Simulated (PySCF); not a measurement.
```yaml
atoms:
  - { symbol: C, position_ang: [2.9109, 1.1173, 0.2363] }
  - { symbol: C, position_ang: [1.6832, 1.1823, -0.2413] }
  - { symbol: C, position_ang: [0.9751, 0.0339, -0.8922] }
  - { symbol: C, position_ang: [-0.3271, -0.3195, -0.1304] }
  - { symbol: C, position_ang: [-0.9535, -1.5988, -0.7082] }
  - { symbol: O, position_ang: [-1.1610, 0.8132, -0.2465] }
  - { symbol: C, position_ang: [-2.4565, 0.7300, 0.3091] }
  - { symbol: C, position_ang: [0.0658, -0.5551, 1.3143] }
  - { symbol: O, position_ang: [-0.2071, 0.0417, 2.2925] }
  - { symbol: F, position_ang: [0.8790, -1.6535, 1.4156] }
  - { symbol: H, position_ang: [3.3851, 1.9636, 0.7020] }
  - { symbol: H, position_ang: [3.4964, 0.2137, 0.1782] }
  - { symbol: H, position_ang: [1.1011, 2.0897, -0.1706] }
  - { symbol: H, position_ang: [1.6221, -0.8431, -0.9291] }
  - { symbol: H, position_ang: [0.6829, 0.3099, -1.9075] }
  - { symbol: H, position_ang: [-1.8082, -1.9185, -0.1163] }
  - { symbol: H, position_ang: [-1.2801, -1.4032, -1.7267] }
  - { symbol: H, position_ang: [-0.2213, -2.4007, -0.7178] }
  - { symbol: H, position_ang: [-2.4380, 0.4157, 1.3548] }
  - { symbol: H, position_ang: [-3.1017, 0.0579, -0.2663] }
  - { symbol: H, position_ang: [-2.8562, 1.7404, 0.2497] }
```

Geometry: GFN2-xTB.

Theory: PBE0/pcSseg-1, SCF density, gas phase, non-relativistic in PySCF.

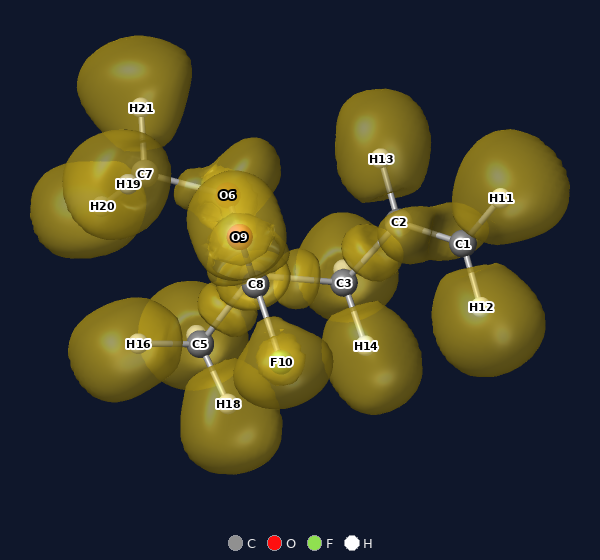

C7H11FO2 (SMILES C=CC[C@](C)(OC)C(=O)F). Isosurface of the electron localisation function at 0.75 (yellow), seen at a tilt. Core shells and regions of very low density are left out.

**Describe the localisation domains.**

The surface consists of five regions between bonded C–C atoms (shared pairs), eleven regions around hydrogen nuclei, one region on F in which the atom's valence shell and bonds are merged and two regions on O in which the atom's valence shell and bonds are merged. Profiles from the grid: C–O (1.18 Å): the ELF peaks at about 0.85 between the atoms (a short, multiple covalent bond). C–C (1.32 Å): the ELF peaks at about 0.90 between the atoms: a short, multiple covalent bond.
